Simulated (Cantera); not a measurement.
Charge: 1 mol Si, 0.052 mol CO2, 660 mol H2, at 1.20 bar.

Equilibrium computed with Cantera from the NASA thermochemical tables; the gas is ideal and each condensed phase is pure. Candidate condensed phases: C, C6H6, C7H8, C8H18, H2O, Si, SiC, SiO2; 123 gas species. Mutual solubility and eutectic melting of coexisting phases are not modelled. The tables hold silica as quartz up to 1696 K and as liquid above; real silica turns to tridymite and cristobalite and melts near 1996 K. Gases not in the tables: Si2H6 and higher silanes. The numbers say what is thermodynamically allowed, not how fast it happens.

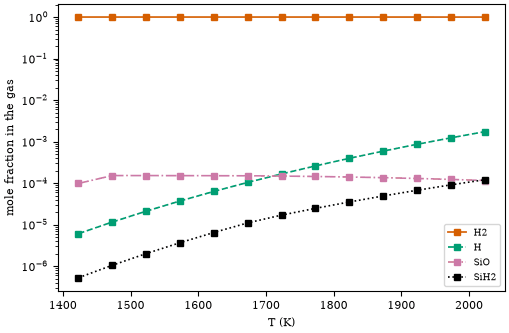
*Equilibrium gas composition (values under 1e-9 drawn at 1e-9)*

At 1423 K the condensed part is Si(s) + SiC(s) + SiO2(β-quartz). From 1473 K to 1673 K the condensed part is Si(s) + SiC(s). From 1723 K to 1973 K the condensed part is Si(l) + SiC(s). At 2023 K the condensed part is Si(l). The main Si-bearing gas is SiO at 1423 K and SiH2 at 2023 K. The share of Si in condensed phases is highest at 1423 K (93.4 %) and lowest at 2023 K (78.7 %).
